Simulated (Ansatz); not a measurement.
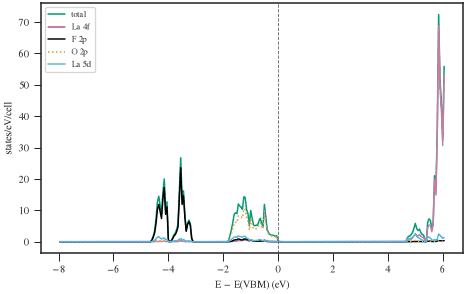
Fig. 1. Total and projected density of states of LaOF in space group R-3m (No. 166; La on 6c, O on 6c, F on 6c), r²SCAN (plane waves, PAW; program Ansatz)

Which orbitals carry the states next to the gap?

Top 1 eV of the valence band: O 2p 82 %, La 5d 6 %. Bottom 1 eV of the conduction band: La 4f 61 %, La 5d 29 %. Projections are on Löwdin-orthogonalised atomic valence shells; empty p or d shells of many metals are not among them.

Where is the tallest occupied peak in this window, and what makes it?

Near -3.6 eV, about 27 states/eV per cell; the largest projected share is F 2p.

The workflow started from a Materials Project entry (that database holds measured and hypothetical structures alike); the Crystallography Open Database files this formula in space group No. 166, but the cells were not matched. Its standing as an ambient phase is unchecked. The cell was relaxed with r²SCAN under the symmetry of its start; its stability against distortions is not shown here. Scalar-relativistic: spin–orbit coupling is off unless named, which matters more the heavier the elements.

Potentials: the earlier of the program's two PAW sets.
